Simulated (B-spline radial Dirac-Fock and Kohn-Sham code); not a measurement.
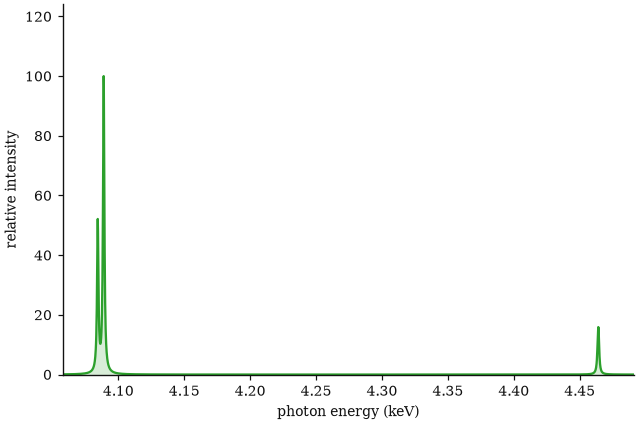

X-ray emission lines that fill a K (1s) hole, broadened by a Lorentzian of 1.2 eV full width. Species: Sc³⁺ ([Ar]). Computed with a B-spline radial atomic code: independent-particle rates on relativistic LDA orbitals of the hole state (multipoles to L = 3), energies from Dirac–Fock ΔSCF.

### Which line is the strongest, where is it and what share of the photons does it carry?

K-L3 (Kα1) at 4.0889 keV, 59.1 % of the radiative decays.

### What are the natural width, lifetime and fluorescence yield of the K hole?

Width 0.833 eV, lifetime 0.790 fs, fluorescence yield 0.191.
